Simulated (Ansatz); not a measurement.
A series of calculations on SiNH5O

## 1. Relaxation

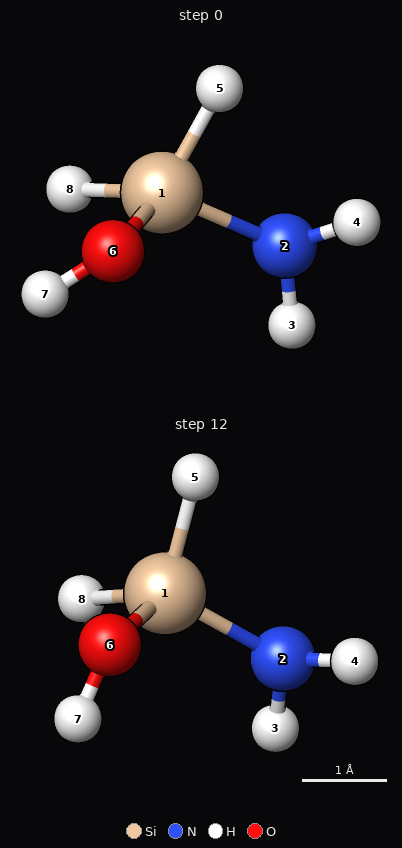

The structure of SiNH5O before (top) and after (bottom) a relaxation, at one scale.

The picture is a ball-and-stick view, seen at a tilt.

The run prepares an end point of a later path (reaction) calculation, from a guessed geometry.

Computed with RKS revPBE-D4/def2-SVP (Ansatz 0.2.0).

Input file:
```yaml
crystal:
  periodic: [false, false, false]
  atoms:
    - { symbol: Si, position_ang: [0.260354, -0.020748, 0.051657] }
    - { symbol: "N", position_ang: [0.801911, -0.176695, 1.733242] }
    - { symbol: H, position_ang: [0.161664, -0.216598, 2.532283] }
    - { symbol: H, position_ang: [1.620921, 0.386765, 1.972009] }
    - { symbol: H, position_ang: [1.650597, 0.074605, -0.387423] }
    - { symbol: O, position_ang: [-0.609351, 1.347638, -0.423695] }
    - { symbol: H, position_ang: [-1.550102, 1.17615, -0.601454] }
    - { symbol: H, position_ang: [-0.515094, -1.251517, -0.345619] }
basis:
  gaussian: { orbitals: def2-SVP }
hamiltonian:
  xc: revpbe
  dispersion: d4
relax:
  f_tol: 0.03
  max_steps: 50
```

Launched with:
```bash
ansatz run input.yaml --threads 1 --pin off --max-ram 2048MiB --backend cpu --events-out ev --progress --plain --runs-dir out
```

Summarise the run.

The energy falls by 20.5 kJ/mol in 10 accepted moves (12 points after the start). The largest force component goes from 1.3 to 0.0073 eV/Å. The line search rejected the trial steps at points 5, 8 of the run. The forces were under the threshold at step 9, but the run went on from there. H7 moves most after the best rigid fit: 0.44 Å. By element the largest moves are H 0.44 Å, O 0.19 Å, Si 0.11 Å, N 0.10 Å. Near-neighbour distances that change, for instance: Si1–H5 1.461 → 1.497 Å, Si1–N2 1.774 → 1.740 Å, Si1–O6 1.690 → 1.694 Å. Bond angles that change, for instance: N2–Si1–H5 90.0° → 108.4°, H5–Si1–O6 110.6° → 102.7°, Si1–N2–H4 114.7° → 120.4°. Groups turn about Si1–O6 by about 35°, Si1–N2 by about 20°.

## 2. Relaxation

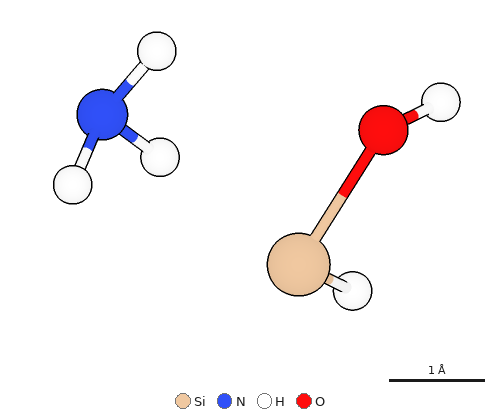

This is the input geometry for a relaxation of SiNH$_{5}$O. A ball-and-stick model, seen at a tilt.

The run prepares an end point of a later path (reaction) calculation, from a guessed geometry.

Computed with RKS revPBE-D4/def2-SVP in Ansatz.

Input file:
```yaml
crystal:
  periodic: [false, false, false]
  atoms:
    - { symbol: Si, position_ang: [0.094972, -0.065064, -0.908742] }
    - { symbol: "N", position_ang: [1.37996, -0.071617, 1.815508] }
    - { symbol: H, position_ang: [0.602112, -0.748062, 1.851969] }
    - { symbol: H, position_ang: [0.980937, 0.865242, 1.658601] }
    - { symbol: H, position_ang: [1.959207, -0.29899, 0.977959] }
    - { symbol: O, position_ang: [-0.724215, 1.39638, -0.570388] }
    - { symbol: H, position_ang: [-1.556977, 1.297925, -0.071666] }
    - { symbol: H, position_ang: [-0.915096, -1.056214, -0.22224] }
basis:
  gaussian: { orbitals: def2-SVP }
hamiltonian:
  xc: revpbe
  dispersion: d4
relax:
  f_tol: 0.03
  max_steps: 50
output:
  orbitals: {}
```

Command:
```bash
ansatz run input.yaml --threads 1 --pin off --max-ram 2048MiB --backend cpu --events-out ev --progress --plain --runs-dir out
```

### What does the optimiser find from here?

The energy falls by 0.607 eV in 17 accepted moves (18 points after the start). Largest force component: 0.67 eV/Å at the start, 0.018 eV/Å at the end. The line search rejected the trial step at point 13 of the run. N2 moves most after the best rigid fit: 0.68 Å. By element the largest moves are N 0.68 Å, H 0.34 Å, Si 0.20 Å, O 0.18 Å. Among the contacts that change: Si1–N2 3.012 → 2.175 Å, Si1–O6 1.709 → 1.743 Å, N2–H5 1.043 → 1.029 Å.

Final geometry:

```xyz
8

Si    0.1407   -0.1715   -0.7479
N     1.0557   -0.1123    1.2242
H     0.7983   -0.8671    1.8757
H     0.7184    0.7839    1.6077
H     2.0827   -0.0636    1.1835
O    -0.5608    1.4041   -0.4981
H    -1.4226    1.3751   -0.0454
H    -0.9915   -1.0290   -0.0688
```

The end point in the same view:

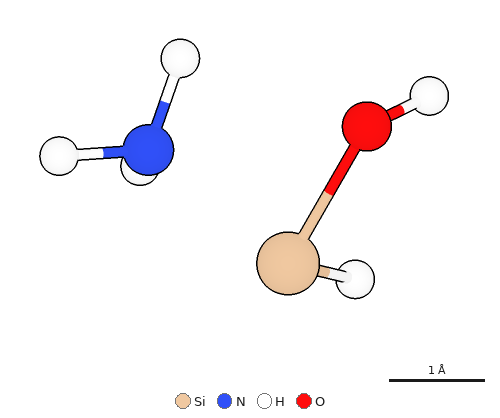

Limits of the set-up: the start holds two separate molecules, 2.6 Å apart at their closest, whose relative position is a soft coordinate.

## 3. Path

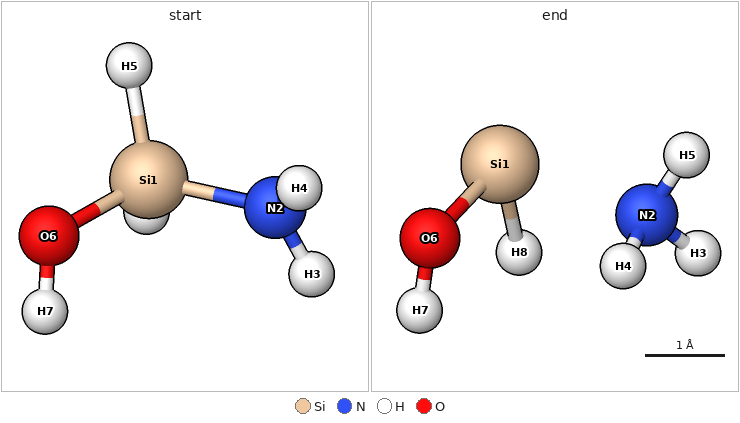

The two relaxed end points of a path for SiNH5O. Style: ball-and-stick. Shown at a tilt.

All numbers below come from RKS revPBE-D4/def2-SVP in Ansatz.

Set-up: 5 movable images; climbing image; force threshold 0.05 eV/Å; iteration limit 60.

Start:
```xyz
8

Si    0.3567   -0.0660    0.0240
N     0.7551   -0.0988    1.7178
H     0.0694   -0.4267    2.4019
H     1.3479    0.6292    2.1250
H     1.6299   -0.0062   -0.7605
O    -0.5024    1.2743   -0.5549
H    -1.4119    1.3491   -0.2160
H    -0.4239   -1.3354   -0.2064
```

End:
```xyz
8

Si    0.0483   -0.2875   -0.7030
N     1.0906   -0.0735    1.1939
H     0.8600   -0.7585    1.9274
H     0.7982    0.8627    1.5129
H     2.1136   -0.0568    1.0844
O    -0.6017    1.3228   -0.5569
H    -1.4327    1.3587   -0.0503
H    -1.0554   -1.0483    0.1225
```

Predict the minimum-energy path and its barrier.

Answer. The highest point, image 3, lies 270.6 kJ/mol above the start and 131.9 kJ/mol above the end; the end is at +138.7 kJ/mol relative to the start. A hydrogen atom shifts from one atom to another. Breaking: Si1–H5 (1.50 → 1.66 at the top → 2.74 Å). Forming: N2–H5 (2.63 → 1.39 at the top → 1.03 Å). The band is converged. At the top, the vibrational analysis gives one imaginary mode (1346i cm⁻¹), as a transition state must have.

Energies of the converged images:

| image | path (Å) | E (kJ/mol) |
| --- | --- | --- |
| 0 | 0.00 | 0.0 |
| 1 | 0.56 | 23.8 |
| 2 | 1.11 | 148.5 |
| 3 | 1.67 | 270.6 |
| 4 | 2.41 | 156.5 |
| 5 | 3.15 | 139.4 |
| 6 | 3.89 | 138.7 |

The geometry at the top of the path:

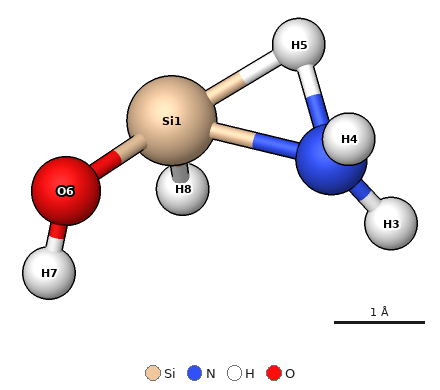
